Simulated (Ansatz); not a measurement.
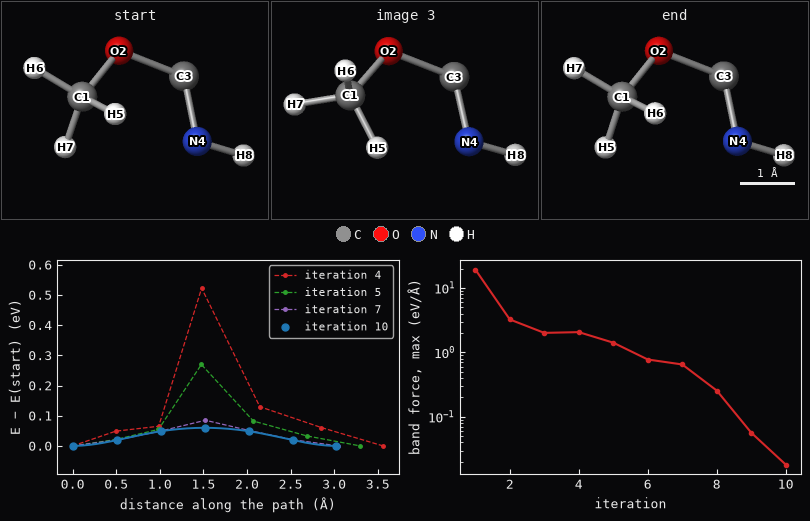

A nudged-elastic-band calculation for C2H4NO (charge −1). Images are numbered from 0 (start) to 6 (end). The plot follows the band through its iterations. Style: ball-and-stick. Shown at a tilt.

Level of theory: Ansatz, RKS B3LYP-D4/def2-SVP. Settings: 5 movable images; climbing image; force threshold 0.05 eV/Å; iteration limit 60; starting path through a guess of the saddle point.

How did the profile develop, and is the result final?

The result is final at these settings. The band converged in 10 iterations. The largest component of the band force went from 19 to 0.018 eV/Å. The climbing image converged on the top of the path. Its vibrational analysis gives one imaginary mode (129i cm⁻¹), as a transition state must have. The first iteration put the highest image at 5.582 eV. The barrier is about 0.060 eV in both directions, with image 3 at the top; the ends have the same energy.

Limits of the set-up: the basis has no diffuse functions, which an anion needs.

Cost: 89 s on 1 thread of Intel(R) Xeon(R) Platinum 8488C (Sapphire Rapids) (shared host), peak memory 0.18 GiB.
